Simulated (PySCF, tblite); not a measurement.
# C₆H₉ClSi: geometry, infrared bands and NMR shifts

What infrared bands and NMR shifts should C₆H₉ClSi (`CC#C[C@H]1C[Si@H](Cl)C1`) show?

Computed with tblite 0.8.0 and PySCF 2.14.0, with density-fitted response routines of our own, on a single molecule in the gas phase. Atoms are numbered from 0 throughout.

## 1. Starting geometry

17 atoms, charge 0, multiplicity 1; geometry from: force field or distance geometry start.

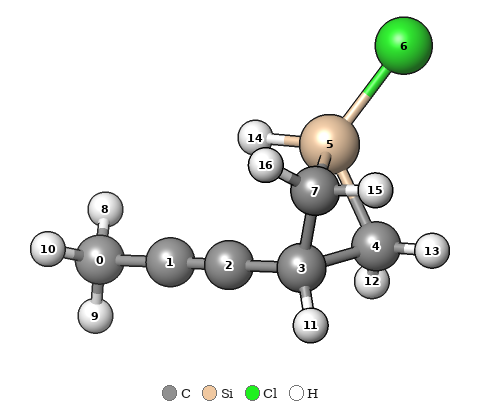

The starting geometry (carbon grey, silicon light orange, chlorine green, hydrogen white), atoms numbered.

## 2. Relaxing the molecule with GFN2-xTB

Job settings and geometry (Å):

```
{"job": {"kind": "relax", "xc": "GFN2-xTB", "basis": "xTB"}, "charge": 0, "multiplicity": 1}
C      3.100000     0.520600    -0.515900
C      1.721900    -0.013200    -0.508300
C      0.611000    -0.459500    -0.464100
C     -0.773900    -1.003200    -0.419800
C     -1.264700    -0.955300     1.049400
Si    -1.194500     0.893100     0.838400
Cl    -2.696700     2.018500     1.669600
C     -1.794800     0.029100    -0.709100
H      3.207400     1.365700     0.208100
H      3.817600    -0.254500    -0.194600
H      3.272900     0.879000    -1.528800
H     -0.887800    -2.016500    -0.838900
H     -0.448500    -1.355200     1.684400
H     -2.252900    -1.395900     1.165900
H      0.134100     1.496200     0.715500
H     -2.852300    -0.354300    -0.528000
H     -1.705800     0.617400    -1.633700
```

Command:

```
> OMP_NUM_THREADS=1 python probes_run.py task.json out
```

This one command runs all jobs of the session in turn.

What it wrote:

```text
step      E/eV     max force
  0    -642.79582    3.535
  1    -643.11255    3.273
  2    -643.21658    4.788
  3    -643.47698    1.256
  4    -643.65362    1.057
  5    -643.73174    1.017
  6    -643.77446    0.489
  7    -643.81128    0.551
  8    -643.84778    0.771
  9    -643.88563    0.717
 10    -643.91785    0.512
 11    -643.94645    0.548
 12    -643.97568    0.837
 13    -644.00241    0.727
 14    -644.02027    0.290
 15    -644.02963    0.247
 16    -644.03728    0.341
 17    -644.04755    0.441
 18    -644.06127    0.370
 19    -644.07675    0.337
 20    -644.08899    0.262
 21    -644.09678    0.217
 22    -644.10245    0.269
 23    -644.10899    0.268
 24    -644.11714    0.204
 25    -644.12474    0.206
 26    -644.13004    0.135
 27    -644.13356    0.126
 28    -644.13639    0.128
 29    -644.13919    0.135
 30    -644.14183    0.139
 31    -644.14429    0.136
 32    -644.14707    0.130
 33    -644.15106    0.162
 34    -644.15683    0.210
 35    -644.16382    0.215
 36    -644.17032    0.168
 37    -644.17511    0.145
 38    -644.17850    0.133
 39    -644.18200    0.130
 40    -644.18569    0.133
 41    -644.18933    0.161
 42    -644.19331    0.147
 43    -644.19750    0.158
 44    -644.20177    0.165
 45    -644.20592    0.161
 46    -644.20979    0.252
 47    -644.21407    0.263
 48    -644.21941    0.165
 49    -644.22301    0.177
 50    -644.22704    0.141
 51    -644.23028    0.161
 52    -644.23354    0.172
 53    -644.23699    0.161
 54    -644.23940    0.151
 55    -644.24140    0.077
 56    -644.24222    0.059
 57    -644.24298    0.064
 58    -644.24382    0.090
 59    -644.24511    0.086
 60    -644.24608    0.081
 61    -644.24679    0.085
 62    -644.24741    0.068
 63    -644.24807    0.064
 64    -644.24857    0.055
 65    -644.24884    0.034
 66    -644.24900    0.032
 67    -644.24913    0.026
 68    -644.24922    0.030
 69    -644.24930    0.026
 70    -644.24939    0.031
 71    -644.24948    0.032
 72    -644.24957    0.028
 73    -644.24966    0.036
 74    -644.24976    0.026
 75    -644.24987    0.032
 76    -644.25000    0.030
 77    -644.25013    0.040
 78    -644.25026    0.047
 79    -644.25038    0.039
 80    -644.25047    0.032
 81    -644.25055    0.023
 82    -644.25062    0.017
 83    -644.25069    0.017
 84    -644.25078    0.020
 85    -644.25087    0.025
 86    -644.25098    0.030
 87    -644.25113    0.033
 88    -644.25131    0.027
 89    -644.25144    0.018
 90    -644.25150    0.015
 91    -644.25152    0.016
 92    -644.25154    0.011
 93    -644.25156    0.006
```

Wall time 1.4 s (1 thread of Arm Neoverse N1, shared host).

Relaxation path: (not every step is listed)

```csv
step,energy from step 0 (eV),largest force (eV/Å)
0,0.0000,3.5348
1,-0.3167,3.2728
2,-0.4208,4.7877
3,-0.6812,1.2563
4,-0.8578,1.0575
5,-0.9359,1.0174
6,-0.9786,0.4889
7,-1.0155,0.5512
8,-1.0520,0.7715
16,-1.2415,0.3410
24,-1.3213,0.2044
32,-1.3512,0.1299
40,-1.3899,0.1335
48,-1.4236,0.1652
56,-1.4464,0.0593
64,-1.4527,0.0553
72,-1.4537,0.0279
80,-1.4546,0.0320
88,-1.4555,0.0266
89,-1.4556,0.0184
90,-1.4557,0.0152
91,-1.4557,0.0161
92,-1.4557,0.0107
93,-1.4557,0.0061
```

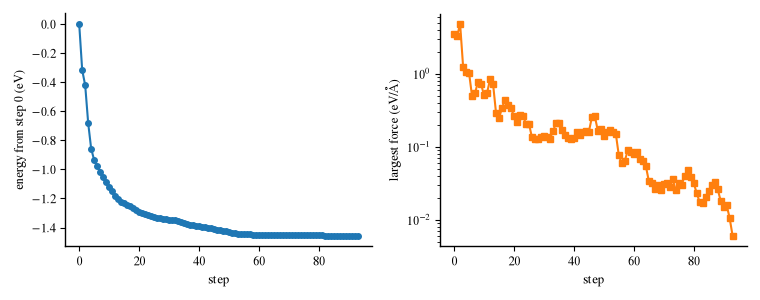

Energy and largest force along the relaxation.

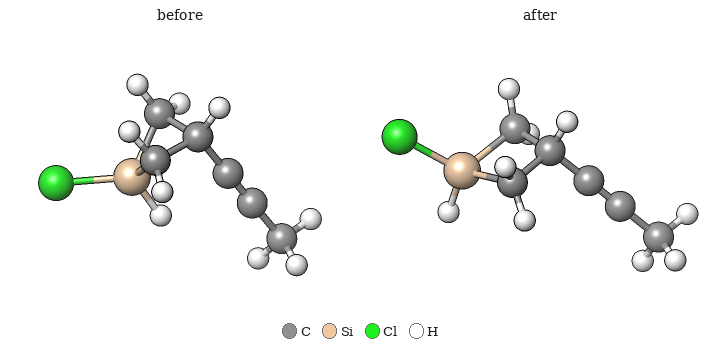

Before and after, at one scale.

Distances of close pairs at the start and the end, largest changes first:

```csv
bond,before (Å),after (Å),change (Å)
C3–C7,1.480,1.554,+0.074
C7–H15,1.139,1.089,-0.051
C4–Si5,1.862,1.909,+0.047
C2–C3,1.488,1.445,-0.044
Si5–C7,1.871,1.909,+0.037
Si5–Cl6,2.053,2.021,-0.032
C0–C1,1.478,1.447,-0.031
C0–H8,1.118,1.090,-0.028
```

The end geometry stands in the next job.

## 3. Vibrational analysis with GFN2-xTB

Job settings and geometry (Å):

```
{"job": {"kind": "ir", "xc": "GFN2-xTB", "basis": "xTB"}, "charge": 0, "multiplicity": 1}
C      3.281235     0.060307    -0.879687
C      1.882958    -0.225714    -0.639164
C      0.724871    -0.471100    -0.449114
C     -0.675002    -0.735366    -0.209554
C     -1.025468    -0.688276     1.303763
Si    -2.018283     0.923175     1.058149
Cl    -3.973190     0.874667     1.566715
C     -1.577878     0.418108    -0.728979
H      3.602048     0.901177    -0.264916
H      3.889925    -0.809659    -0.633336
H      3.434077     0.311805    -1.929226
H     -0.933176    -1.696522    -0.661824
H     -0.143856    -0.642651     1.938981
H     -1.607497    -1.554647     1.613857
H     -1.432032     2.157861     1.568669
H     -2.404332     0.048360    -1.333424
H     -1.031398     1.140507    -1.330822
```

What it wrote:

```text
mode    cm-1     km/mol
  1     -16.6      0.01
  2      19.1      0.36
  3      75.6      0.49
  4     119.7      4.96
  5     155.3      6.43
  6     171.8      0.80
  7     270.3      2.96
  8     271.7      0.40
  9     364.9      4.91
 10     461.9      0.57
 11     471.2     38.24
 12     545.6     65.10
 13     580.7      2.86
 14     632.2    223.75
 15     684.3      0.02
 16     700.0    118.96
 17     717.4     81.26
 18     811.0     47.38
 19     835.7    165.48
 20     971.7      0.22
 21    1008.8      5.67
 22    1025.8      5.99
 23    1026.5      6.60
 24    1061.1      0.05
 25    1091.1      4.47
 26    1171.3      0.00
 27    1199.4     24.29
 28    1206.6     13.89
 29    1223.2      1.62
 30    1316.6      1.32
 31    1392.3      1.36
 32    1459.9      7.33
 33    1460.3      4.35
 34    1460.8      6.31
 35    1464.6      0.48
 36    2279.8    248.08
 37    2413.7      4.82
 38    2935.0     35.93
 39    2998.3      6.86
 40    2998.9     24.99
 41    2999.1     26.59
 42    3002.2     80.87
 43    3007.8     35.93
 44    3018.2     24.83
 45    3019.8      5.74
```

Run time: 1.2 s. Hardware: 1 thread of Arm Neoverse N1, shared host.

Which atoms move in the most intense modes:

```csv
cm⁻¹,km/mol,atoms
546,65.1,H14 80 %
632,223.8,"H14 55 %, Si5 15 %"
700,119.0,"C0 18 %, C3 15 %, C4 11 %, C7 11 %"
717,81.3,"Si5 29 %, C7 23 %, C4 23 %"
811,47.4,"C4 18 %, C7 18 %, H15 16 %, H13 16 %"
836,165.5,"C7 18 %, C4 18 %, H12 15 %, H16 15 %"
2280,248.1,H14 97 %
3002,80.9,"H15 60 %, H13 23 %"
```

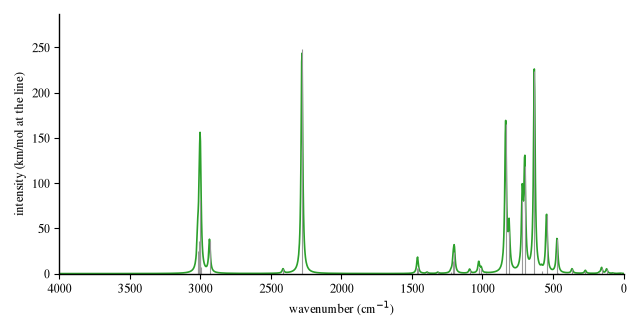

The infrared spectrum from these modes, unscaled. Lines are broadened to a width of 14 cm⁻¹ (Lorentzian).

## 4. Nuclear shieldings: PBE0/pcSseg-1

Same as in step 3 but for these lines:

```diff
@@ -1,2 +1,2 @@
-{"job": {"kind": "ir", "xc": "GFN2-xTB", "basis": "xTB"}, "charge": 0, "multiplicity": 1}
+{"job": {"kind": "nmr", "xc": "PBE0", "basis": "pcSseg-1"}, "charge": 0, "multiplicity": 1}
 C      3.281235     0.060307    -0.879687
```

With the program's defaults for keys left out, this is: GIAO PBE0/pcSseg-1 NMR shielding, non-relativistic, gas phase.

What it wrote:

```text
coarse grid: 15344 points
cycle   1  E = -982.9884882529  dE =  1.032e+00  |g| = 4.962e-01  |ddm| = 4.246e+00
cycle   2  E = -982.9817562372  dE =  6.732e-03  |g| = 5.233e-01  |ddm| = 1.241e+00
cycle   3  E = -983.0532722481  dE = -7.152e-02  |g| = 8.522e-02  |ddm| = 6.668e-01
cycle   4  E = -983.0544184901  dE = -1.146e-03  |g| = 5.546e-02  |ddm| = 1.219e-01
cycle   5  E = -983.0551228889  dE = -7.044e-04  |g| = 1.505e-02  |ddm| = 4.922e-02
cycle   6  E = -983.0551748620  dE = -5.197e-05  |g| = 3.043e-03  |ddm| = 1.485e-02
cycle   7  E = -983.0551769577  dE = -2.096e-06  |g| = 7.041e-04  |ddm| = 4.191e-03
final grid: 139272 points
cycle   8  E = -983.1039149205  dE = -3.682e-05  |g| = 7.445e-03  |ddm| = 6.065e-02
cycle   9  E = -983.1039087581  dE =  6.162e-06  |g| = 8.742e-03  |ddm| = 1.653e-02
cycle  10  E = -983.1039280361  dE = -1.928e-05  |g| = 1.396e-03  |ddm| = 9.260e-03
cycle  11  E = -983.1039284225  dE = -3.864e-07  |g| = 6.128e-04  |ddm| = 1.696e-03
cycle  12  E = -983.1039285100  dE = -8.751e-08  |g| = 1.345e-04  |ddm| = 5.085e-04
cycle  13  E = -983.1039285143  dE = -4.278e-09  |g| = 2.191e-05  |ddm| = 1.488e-04
cycle  14  E = -983.1039285144  dE = -1.091e-10  |g| = 6.013e-06  |ddm| = 3.340e-05
converged SCF energy = -983.1039285144

GIAO shielding tensors (ppm)
atom      isotropic    diamagn.    paramagn.     s11        s22        s33       span
  0 C      182.083     253.984     -71.901    174.787    175.313    196.148     21.361
  1 C      101.564     268.961    -167.397     23.144     34.462    247.085    223.941
  2 C       94.192     261.884    -167.692     -7.547     10.078    280.045    287.592
  3 C      165.639     251.212     -85.573    159.981    165.671    171.265     11.284
  4 C      152.972     253.566    -100.594    117.896    153.863    187.159     69.263
  5 Si     333.589     877.507    -543.918    282.134    333.554    385.079    102.944
  6 Cl     941.183    1146.883    -205.701    886.681    967.502    969.364     82.683
  7 C      152.892     253.619    -100.726    117.754    153.649    187.275     69.521
  8 H       29.750      30.459      -0.709     24.451     28.419     36.379     11.928
  9 H       29.728      28.006       1.721     24.467     27.901     36.815     12.348
 10 H       29.717      28.584       1.133     24.463     28.011     36.677     12.214
 11 H       28.534      31.914      -3.381     23.976     27.605     34.020     10.044
 12 H       29.795      31.398      -1.603     25.368     29.432     34.584      9.216
 13 H       29.440      30.707      -1.267     25.954     28.058     34.308      8.354
 14 H       25.826      28.370      -2.544     21.263     25.675     30.541      9.277
 15 H       29.431      30.721      -1.290     25.957     28.035     34.302      8.345
 16 H       29.794      31.452      -1.659     25.375     29.455     34.551      9.176
```

Wall time 60 s (1 thread of Arm Neoverse N1, shared host); peak memory 0.85 GiB.

Shifts follow as δ = σ(reference) − σ, with reference shieldings (ppm) from runs at the same level and on the same kind of geometry: ¹H TMS 31.72, ¹³C TMS 186.9, ²⁹Si TMS 349.2, ³⁵Cl HCl 950. The references are single molecules in the gas phase. Atoms listed in one row are averaged.

```csv
atoms,environment,σ (ppm),δ (ppm),δ scaled to CDCl3
C2,alkyne carbon,94.2,92.7,88.6
C1,alkyne carbon,101.6,85.4,81.4
"C4, C7",sp3 CH2 bonded to Si,152.9,34.0,31.3
C3,propargylic sp3 CH,165.6,21.3,18.9
C0,propargylic methyl carbon,182.1,4.8,2.8
H14,"hydrogen on a silicon bonded to 2 C, Cl, in a 4-membered ring",25.83,5.89,–
H11,hydrogen on a propargylic sp3 CH,28.53,3.18,3.11
"H13, H15",hydrogen on an sp3 CH2 bonded to Si,29.44,2.28,2.26
"H8, H9, H10",hydrogen on a propargylic methyl carbon,29.73,1.99,1.98
"H12, H16",hydrogen on an sp3 CH2 bonded to Si,29.79,1.92,1.92
Si5,"silicon bonded to 2 C, Cl, H, in a 4-membered ring",333.6,15.6,–
Cl6,chlorine bonded to Si,941,9,–
```

The scaled column applies a straight-line fit of computed shieldings to shifts measured in CDCl3, with any fitted terms for Cl, Br or S neighbours (root-mean-square error 0.16 ppm for H, 1.9 ppm for C).

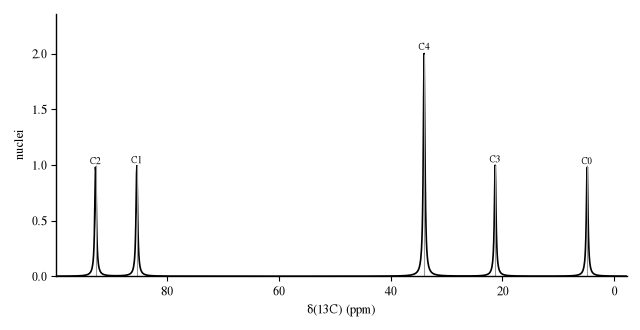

¹³C lines at the computed shifts, without couplings. Lines are broadened to a width of 0.35 ppm (Lorentzian).

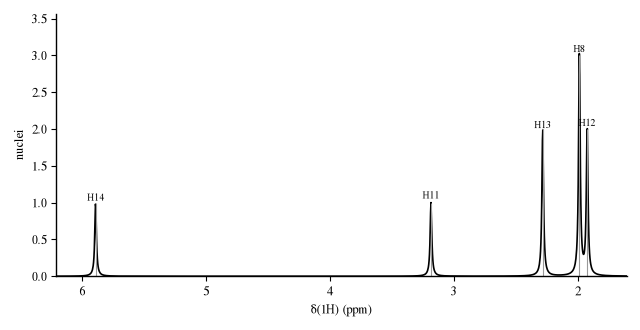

¹H lines at the computed shifts, without couplings. Lines are broadened to a width of 0.02 ppm (Lorentzian).

The run also stored atomic charges by several schemes (e):

```csv
atoms,Mulliken,IAO,Hirshfeld,ESP fit
C0,-0.19,-0.43,-0.10,-0.57
C1,-0.36,-0.06,-0.06,0.30
C2,0.12,-0.08,-0.06,-0.61
C3,-0.32,-0.11,-0.01,0.47
"C4, C7",-0.44,-0.55,-0.16,-0.38
Si5,0.81,0.92,0.37,0.42
Cl6,-0.31,-0.30,-0.12,-0.19
```

Mulliken charges:

C0 -0.19; C1 -0.36; C2 0.12; C3 -0.32; C4 -0.44; Si5 0.81; Cl6 -0.31; C7 -0.44; H8 0.14; H9 0.15; H10 0.15; H11 0.15; H12 0.15; H13 0.15; H14 -0.06; H15 0.15; H16 0.15

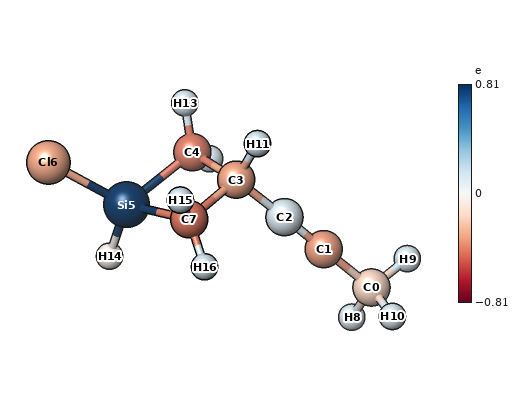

Mulliken charges, as colours on the atoms.

Mayer bond orders: C0–C1 1.23, C1–C2 2.60, C2–C3 1.01, C3–C4 0.96, C4–Si5 0.94, Si5–Cl6 1.01, Si5–C7 0.94, C7–C3 0.96.

Ring of atoms C3, C4, Si5, C7: NICS(0) 0.8, NICS(1) -0.7, NICS(1)zz 4.5 ppm (means of both faces).

## 5. Summary of results

```
                                                               quantity                             value
                              strongest single infrared mode (GFN2-xTB)             2280 cm⁻¹, 248 km/mol
                                           zero-point energy (GFN2-xTB)                     80.2 kcal/mol
¹³C shifts against TMS (PBE0/pcSseg-1, means over atoms taken as alike)   92.7, 85.4, 34.0, 21.3, 4.8 ppm
 ¹H shifts against TMS (PBE0/pcSseg-1, means over atoms taken as alike)  5.89, 3.18, 2.28, 1.99, 1.92 ppm
                                ²⁹Si shifts against TMS (PBE0/pcSseg-1)                          15.6 ppm
                                ³⁵Cl shifts against HCl (PBE0/pcSseg-1)                             9 ppm
```

What this shows: The optimisation took 93 steps and gained 1.456 eV; among the close pairs (by a distance rule), C3–C7 changed most, from 1.480 to 1.554 Å. The lowest mode is slightly imaginary (17i cm⁻¹), a soft motion within the noise of the Hessian, so the minimum is not strictly shown. The strongest single mode, at 2280 cm⁻¹, moves mainly H14. Unscaled tight-binding wavenumbers are off by several per cent, some by more. Its intensities can rank the bands wrongly. At PBE0/pcSseg-1: Shielding is most anisotropic at C2 (span 288 ppm, paramagnetic term -168 ppm).
